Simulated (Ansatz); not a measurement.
**CH3AlClFSi: a ladder of functionals and wavefunction methods**

Aim: compute CH3AlClFSi with functionals from several rungs and with coupled cluster, and see how far each lands from CCSD(T) at the basis-set limit for the atomisation energy.

Computed with Ansatz 0.2.0, Gaussian basis. Level: functionals in def2-TZVPP, the program's frozen cores in correlated methods.

Plan: LDA (SPW92), PBE-D4, revPBE-D4, BLYP-D4, r2SCAN-D4, B97M-V, PBE0-D4, B3LYP-D4, r2SCANh-D4, r2SCAN0-D4, HSE06-D4, BHLYP-D4, CAM-B3LYP-D4, LC-ωPBE, ωB97X-V, ωB97M-V, B2PLYP, PBE-QIDH; CCSD(T)/def2-SVP; CCSD(T)/def2-TZVPP; MP2/def2-QZVPP; extrapolation to the limit; RPA on PBE.

## 1. Structure used throughout

The geometry comes from an earlier relaxation with PBE0-D4 in a triple-zeta def2 set; it is a stationary point, not always the lowest conformer.

8 atoms, charge 0, spin multiplicity 1.

Atoms are counted from 1 here; the program's logs count them from 0.

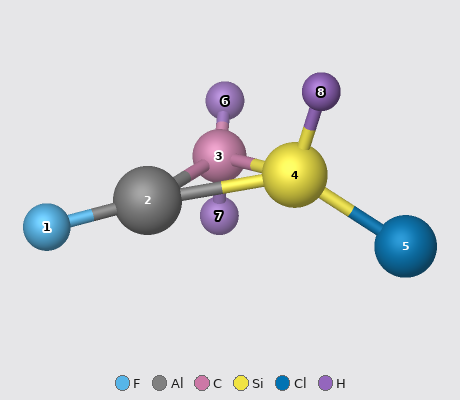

The geometry (colours as in the key); atoms are numbered from 1 in the order of the file.

## 2. LDA

This LDA is Slater exchange with PW92 correlation.

The input, in.yaml:

```yaml
crystal:
  periodic: [false, false, false]
  atoms:
    - {symbol: F, position_ang: [-1.176762, -1.995017, 2.127377]}
    - {symbol: Al, position_ang: [-0.657258, -1.037435, 0.898657]}
    - {symbol: C, position_ang: [0.778401, 0.195304, 0.466493]}
    - {symbol: Si, position_ang: [-0.365179, 0.164548, -1.056514]}
    - {symbol: Cl, position_ang: [-1.051939, 1.944042, -1.837444]}
    - {symbol: H, position_ang: [1.864262, 0.236719, 0.397467]}
    - {symbol: H, position_ang: [0.436920, 1.018678, 1.123999]}
    - {symbol: H, position_ang: [0.263755, -0.583840, -2.175835]}
basis:
  gaussian: {orbitals: def2-TZVPP}
hamiltonian: {xc: lda}
output: {orbitals: {seedname: orbitals}}
```

Command:

```sh
> ansatz run in.yaml --threads 2 --pin off --events-out ev --progress --plain --max-ram 4352MiB
```

The runs that follow: PBE-D4 (GGA); revPBE-D4 (GGA); BLYP-D4 (GGA); r2SCAN-D4 (meta-GGA); B97M-V (meta-GGA); PBE0-D4 (hybrid); B3LYP-D4 (hybrid); r2SCANh-D4 (hybrid); r2SCAN0-D4 (hybrid); HSE06-D4 (hybrid); BHLYP-D4 (hybrid); CAM-B3LYP-D4 (range-separated); LC-ωPBE (range-separated); ωB97X-V (range-separated); ωB97M-V (range-separated); B2PLYP (double hybrid); PBE-QIDH (double hybrid); CCSD(T) in def2-SVP; CCSD(T) in def2-TZVPP; MP2 in def2-QZVPP; RPA on PBE orbitals.

Before running them: what should the planned runs give, taken together? Wanted: atomisation energy, CCSD(T)/CBS; farthest beyond LDA; mean size of error, GGA; mean size of error, meta-GGA; mean size of error, hybrid; mean size of error, range-separated; mean size of error, double hybrid; gap, smallest and largest; T1 diagnostic.

The runs gave:

| quantity | value |
| --- | --- |
| atomisation energy, CCSD(T)/CBS | 2760.5 kJ/mol |
| functionals within 13.8 kJ/mol (0.5 %) | PBE0-D4, r2SCANh-D4, HSE06-D4, ωB97X-V, ωB97M-V |
| farthest beyond LDA | BHLYP-D4 (-110.3 kJ/mol) |
| mean size of error, GGA | 39.1 kJ/mol |
| mean size of error, meta-GGA | 24.1 kJ/mol |
| mean size of error, hybrid | 33.5 kJ/mol |
| mean size of error, range-separated | 11.4 kJ/mol |
| mean size of error, double hybrid | 34.4 kJ/mol |
| gap, smallest and largest | 2.98 eV (LDA (SPW92)), 9.41 eV (LC-ωPBE) |
| T1 diagnostic | 0.0128 |
| triples share of the correlation energy | 3.9 % |

In words: LDA overbinds by 384.7 kJ/mol (14 %). PBE-D4 misses by +38.3 kJ/mol. Double hybrids carry the basis error of their MP2 part in triple zeta, and no dispersion term here, so their miss is partly the set-up's. Taken by rung, range-separated functionals do best (11.4 kJ/mol on average) and GGA ones worst beyond LDA (39.1 kJ/mol). Misses under about 13.8 kJ/mol are within the doubt on the reference itself, which lacks core-valence correlation, relativity and higher excitations. Hartree-Fock recovers 73 % of the binding; the rest is correlation. CCSD(T) in def2-SVP is off by -210.9 kJ/mol, so the small basis spoils what the method gains. The gap grows from 3.0 to 9.4 eV across the functionals, mostly with the share of exact exchange.
